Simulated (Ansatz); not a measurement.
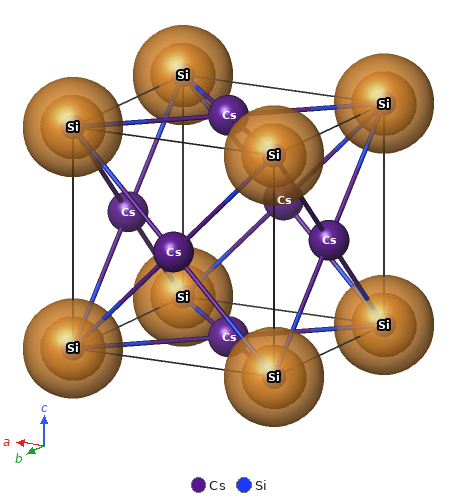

Figure 1: Cs3Si. Isosurface of the ELF at 0.8 (orange), seen at an oblique angle. Core shells and regions of very low density are left out. Sticks mark near contacts.

Space group Pm-3m; started from the Cu3Au (L1_2)_221 prototype, which need not be the ambient phase; computed without spin polarisation.

All numbers below come from Ansatz 0.2.0, DFT PBE, scalar-relativistic, plane waves, PAW.

Core electrons are frozen (PAW), and the valence fields are smoothed inside the atomic spheres.

> Describe the localisation domains.

The surface consists of one region wrapped around Si (its valence shell), counted in one cell of 4 atoms. Any copies at cell faces, edges or corners count once. Along the contacts the grid gives the following. Cs–Si (4.21 Å): the ELF is about 0.15 at the midpoint: no localised pair shows between them.
